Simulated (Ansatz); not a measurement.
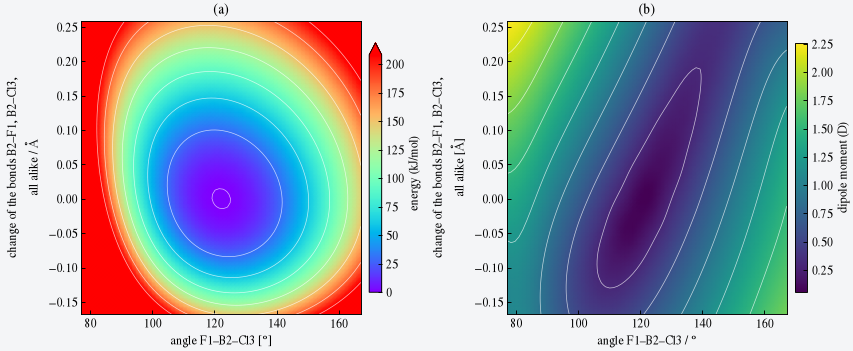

BClF, SMILES F[B]Cl, spin multiplicity 2. The first coordinate is: angle F1–B2–Cl3; the second: change of the bonds B2–F1, B2–Cl3, all alike. Nothing is relaxed (all other coordinates rigid). The grid has 15 × 15 points. Points are written as (first, second). All energies are given in kJ/mol relative to the lowest grid point. Level of theory: UKS wB97X-V/def2-SVP in Ansatz 0.2.0.

Panel (a) is the energy and panel (b) the computed dipole moment on the same grid.

Drawn: a smooth colour map with a few white contour lines, one colour for all values above the top of the scale. Between grid points the surface is interpolated.

Question: How does the dipole moment vary over the map, and what is it at the lowest grid point?

Answer: Leaving out the highest fifth of the energies, it runs from 0.06 D at (122.1°, 0.015 Å) to 1.86 D at (90.0°, 0.229 Å). At the lowest grid point, (122.1°, 0.015 Å), it is 0.06 D.
